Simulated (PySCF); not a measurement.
SMILES O(B(OCC)OCC)[CH2], doublet at its GFN2-xTB optimised geometry (Å):

```
21

C     -1.7617     1.4525     0.3075
O     -0.4574     1.2292     0.0000
B      0.2113     0.0218     0.0000
O     -0.3666    -1.2016    -0.0611
C     -1.7530    -1.4566    -0.1317
C     -2.2599    -2.0716     1.1680
O      1.5661     0.0218     0.0000
C      2.3258     1.2168     0.0181
C      2.4321     1.8395    -1.3691
H     -2.1899     2.3065    -0.1881
H     -2.1035     1.1804     1.2933
H     -2.2963    -0.5172    -0.3401
H     -1.9038    -2.1533    -0.9643
H     -2.1191    -1.3777     1.9932
H     -1.7076    -2.9816     1.3859
H     -3.3170    -2.3065     1.0770
H      1.8763     1.9355     0.7133
H      3.3170     0.9322     0.3853
H      1.4436     2.1258    -1.7186
H      2.8555     1.1214    -2.0664
H      3.0681     2.7200    -1.3316
```

Method: unrestricted PBE0/def2-SVP (PySCF). Cells within 0.4 Å of a nucleus heavier than hydrogen are left out (blank, or x).

Map of the log10 of the electron density (e/bohr³), floored at −4 on the plane z = 0.0 Å:

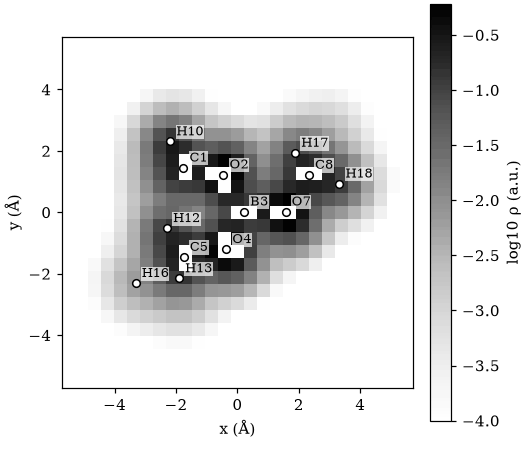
Log10 of the electron density (e/bohr³), floored at −4 on the plane z = 0.0 Å.
